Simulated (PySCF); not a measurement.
Consider AlBCl₅O (charge −1).

The calculation's input:

```
{"job": {"kind": "nmr", "xc": "PBE0", "basis": "aug-pcSseg-1"}, "charge": -1, "multiplicity": 1}
Cl    -0.576107     0.927550     2.753917
B      0.034397     1.189833     1.085519
Cl     0.678329     2.838467     0.781782
O      0.012895     0.270135     0.183354
Al    -0.043846    -1.003613    -1.039517
Cl     0.929575    -0.286642    -2.818166
Cl    -2.114705    -1.436000    -1.427151
Cl     0.983959    -2.717030    -0.243464
```

Launched as:

```sh
OMP_NUM_THREADS=1 python cluster_run.py task.json out
```

Geometry: PBE0-D3(BJ)/def2-SVP.

These are results of PySCF 2.14.0, PBE0/aug-pcSseg-1, SCF density, gas phase, non-relativistic, not measurements.

**What can the converged electron density and electron localisation function tell about the bonding?**

B–O (1.29 Å): the density is about 2.4 e/Å³ at the midpoint; the ELF peaks at about 0.85 between the atoms: a short, strongly polar bond.
Al–O (1.77 Å): ρ at the midpoint is about 0.69 e/Å³; the ELF peaks at about 0.90 in the valence shell of O, 0.6 Å from its nucleus, and is about 0.45 at the midpoint.
B–Cl (1.80 Å): the density is about 1.2 e/Å³ at the midpoint; the ELF peaks at about 0.90 between the atoms: a shared but strongly polarised pair.
Al–Cl (2.15 Å): ρ at the midpoint is about 0.67 e/Å³; the ELF peaks at about 0.90 in the valence shell of Cl, 0.9 Å from its nucleus, and is about 0.85 at the midpoint.

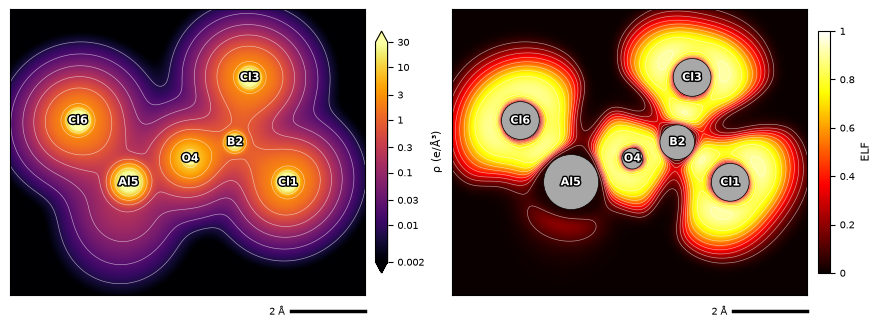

Computed electron density and electron localisation function on the plane of atoms O4, Al5 and Cl6, in this order. Grey discs cover the atomic cores in the ELF map. 
